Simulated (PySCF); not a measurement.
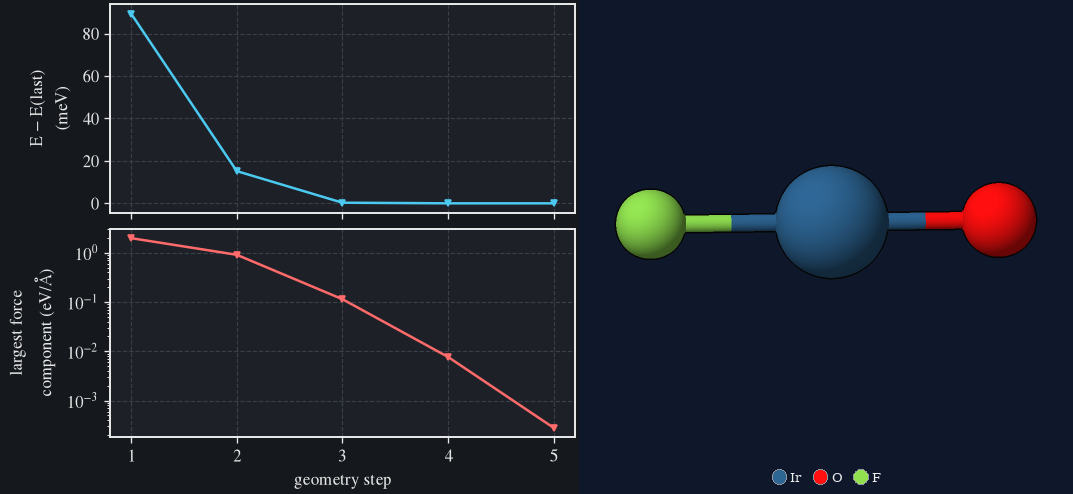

Beside the plot: the molecule at the start.

History of a geometry optimisation. The start has point group C∞v, which is kept. A held symmetry can leave a saddle point.

System: IrOF molecule, multiplicity 5.
Method: UKS-based PBE0, Ir def2-TZVP with ECP60, O def2-TZVP, F def2-TZVP; non-relativistic Hamiltonian with scalar-relativistic core potentials; density fitting (PySCF 2.14.0).

How did the optimisation end?

Answer. The optimisation met its thresholds at geometry 5, counting the start as the first. The energy fell by about 89 meV from the first step to the last. The largest force component goes from about 2 eV/Å at the start to 2.8 × 10⁻⁴ eV/Å at the end.
